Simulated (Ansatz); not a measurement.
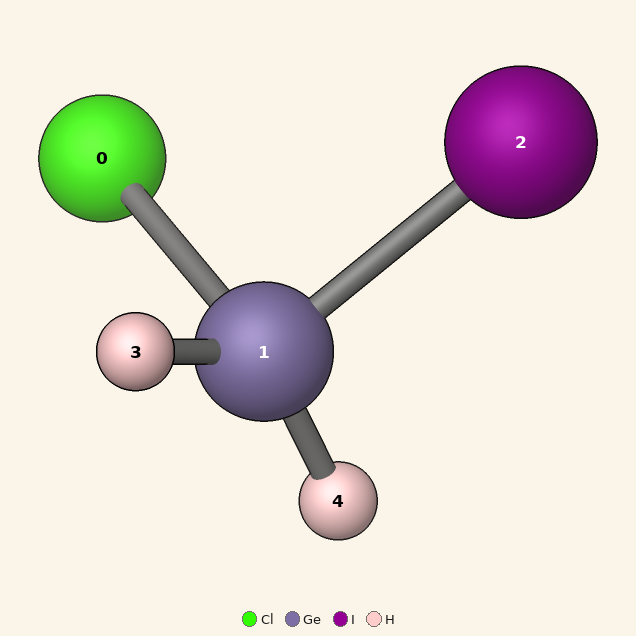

The structure as it stands in the input. Atoms are numbered from 0, in the order of the input.

Input file:

```yaml
crystal:
  periodic: [false, false, false]
  atoms:
    - {symbol: Cl, position_ang: [-2.011621, 0.871235, 0.546694]}
    - {symbol: Ge, position_ang: [0.188481, -0.145635, -0.333359]}
    - {symbol: I, position_ang: [1.251157, -0.224992, 1.947015]}
    - {symbol: H, position_ang: [-0.364651, -1.194278, -0.865096]}
    - {symbol: H, position_ang: [0.916130, 0.909090, -1.001592]}
basis:
  gaussian: {orbitals: def2-mTZVP}
hamiltonian: {xc: {name: SPW92}}
```

It was started with:

```sh
ansatz run in.yaml --threads 2 --pin off --events-out ev --progress --plain --max-ram 32768MiB --backend cpu
```

What the program printed:

```
Functional definition: SPW92
  name "SPW92"
  cite "Dirac, Proc. Camb. Phil. Soc. 26, 376 (1930) doi:10.1017/S0305004100016108"
  cite "Slater, Phys. Rev. 81, 385 (1951) doi:10.1103/PhysRev.81.385"
  cite "Perdew & Wang, Phys. Rev. B 45, 13244 (1992) doi:10.1103/PhysRevB.45.13244"
  exchange = slater_x
  correlation = pw_c
973 factors; their error is unknown
mean field evaluation 1: about -77032.5987 eV, gradient 3.4e1 eV
mean field evaluation 2: about -77024.4494 eV, gradient 6.7e1 eV
mean field evaluation 4: about -77034.1859 eV, gradient 3.8e0 eV
mean field evaluation 8: about -77034.2243 eV, gradient 1.0e-1 eV
mean field evaluation 16: about -77034.2014 eV, gradient 2.7e-5 eV
mean field -77034.20141620 eV, -2830.9546863881 hartree, gradient 2.7e-5 eV, S^2 0.000000; 0 other end points of the search recorded, 0 dependent functions left out
reference -77034.20144992 eV, -2830.9546876273 hartree; 38, 38 occupied and 62, 62 virtual orbitals, 973 factors
Total energy: -77034.20144992 eV, -2830.9546876273 hartree
```

The calculation finished and met its thresholds.
